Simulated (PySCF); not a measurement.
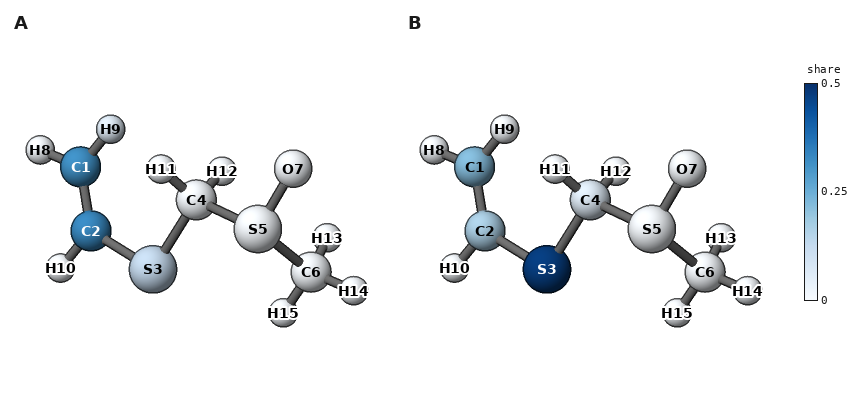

Each panel colours the atoms by their Löwdin share in one orbital (up to four of the largest shares; other atoms are shown as zero). The geometry was computed by an optimisation with GFN2-xTB. No frequency run is at hand to confirm it as a minimum. Level of theory: PBE0/def2-SVPD (PySCF 2.14.0).

> The panels show the HOMO, LUMO, in some order. Which is which?

A: LUMO, −0.24 eV; C2 0.33, C1 0.32, S3 0.12, H9 0.05
B: HOMO, −6.74 eV; S3 0.47, C1 0.22, C2 0.17, C4 0.06
